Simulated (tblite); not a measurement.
# C6H6F2Ge: the cost of one run

Computed with tblite 0.8.0 and PySCF 2.14.0, with density-fitted response routines of our own, on a single molecule in the gas phase. Atoms count from 0, in the outputs and in this text.

## (1) The starting structure

15 atoms, charge 0, multiplicity 1; geometry from: force field or distance geometry start.

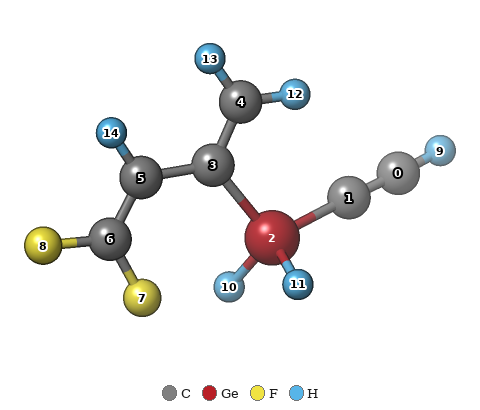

The starting geometry (carbon grey, germanium red, fluorine yellow, hydrogen blue), atoms numbered.

## (2) Optimising the geometry with GFN2-xTB

The job: settings as JSON, then the geometry in Å.

```
{"job": {"kind": "relax", "xc": "GFN2-xTB", "basis": "xTB"}, "charge": 0, "multiplicity": 1}
C      3.123800     1.718100    -0.246600
C      2.327900     0.832900     0.000500
Ge     1.114700    -0.583500     0.394600
C     -0.691400    -0.045400    -0.019400
C     -0.918900     1.254200    -0.130600
C     -1.792800    -0.994500    -0.181700
C     -1.649900    -2.304300    -0.073900
F     -0.458600    -2.903900     0.215300
F     -2.727200    -3.106300    -0.242900
H      3.788300     2.502700    -0.478600
H      1.485500    -1.869600    -0.396600
H      1.174800    -0.977200     1.910200
H     -0.073900     1.944600     0.004600
H     -1.912500     1.625700    -0.369000
H     -2.794100    -0.591300    -0.407900
```

Launch:

```sh
> OMP_NUM_THREADS=1 python probes_run.py task.json out
```

One launch serves the whole session: the jobs run in the order shown.

Q: Estimate the wall time and peak memory of this first job on 1 thread of Arm Neoverse N1, shared host.

About 1.1 s, with a peak of 0.18 GiB.
